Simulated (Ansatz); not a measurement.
Hf, pressure series

The parent structure is Hf (space group P6/mmm, No. 191; a cell from a computed database, its experimental status unchecked).

```
CELL_PARAMETERS angstrom
      4.91905     0.00000     0.00000
     -2.45953     4.26002     0.00000
      0.00000     0.00000     3.06121
ATOMIC_POSITIONS crystal
  Hf 0.66667 0.33333 0.50000
  Hf 0.33333 0.66667 0.50000
  Hf 0.00000 0.00000 0.00000
```

Cell and atoms are relaxed at each pressure.

Level of theory: PBEsol (Ansatz, a program for electronic structure), no SOC.

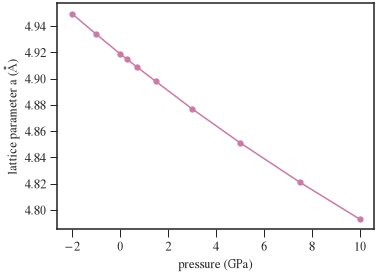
*Lattice parameter a against pressure*

Problem. From the plot, what is the lattice parameter a for pressure 3 GPa?

Solution. About 4.88 Å.

Problem. Is the trend monotonic over the range shown?

Solution. Yes, it falls throughout, spanning 4.793 Å to 4.950 Å.

Load acts through the strain it causes; cell and atoms are relaxed under it. Whether these cells are dynamically stable was not tested. No other phases were tried under pressure. The final runs are not spin-polarised. This is not the structure that Hf has at room temperature and ambient pressure.
